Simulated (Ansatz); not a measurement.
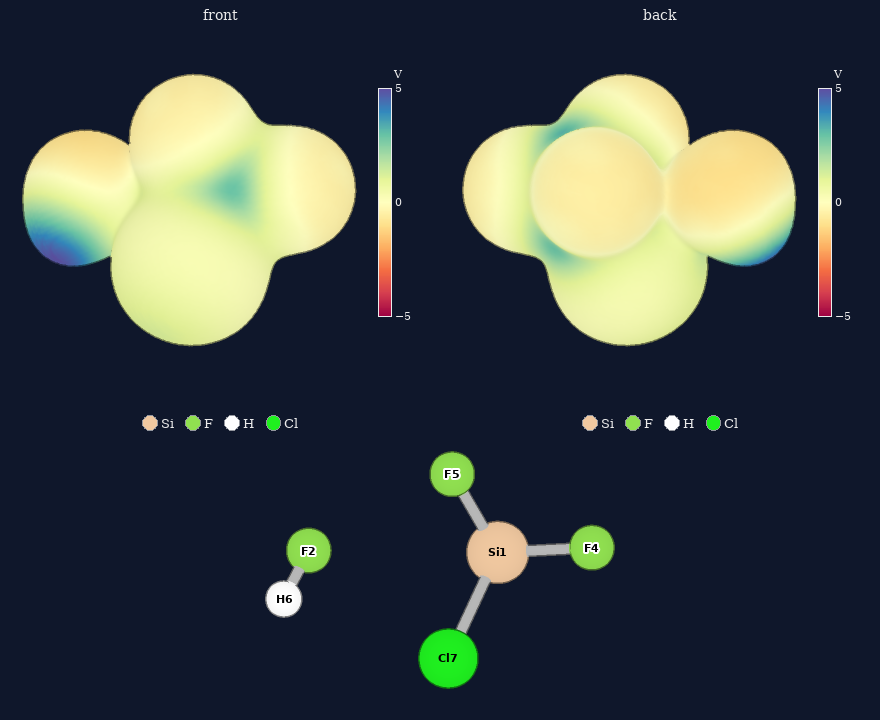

ClF₃Si···HF. The molecular electrostatic potential painted on the density surface at 0.004 e/bohr³, seen from the front and from behind; the colour scale runs from red (negative) to blue (positive). The bare structure is drawn below in the same view.

The product side of a reaction path; geometry: PBE0-D4/def2-TZVP.

Method: RKS PBE0-D4/def2-TZVPP in Ansatz.

```xyz
7

Si   -0.9100   -0.0205   -0.3237
F     1.9753   -0.5224    0.8962
F    -0.1871   -1.1541   -1.1214
F    -2.3598    0.1282   -0.9036
F    -1.0334   -0.4149    1.1840
H     2.4632    0.2532    0.8013
Cl    0.0518    1.7307   -0.5329
```

Question: Describe the electrostatic potential map.

Answer: The most negative region (about −1.0 V, or −23 kcal/mol for a unit charge) lies over F2, the most positive (about +4.8 V, or +111 kcal/mol for a unit charge) over H6.
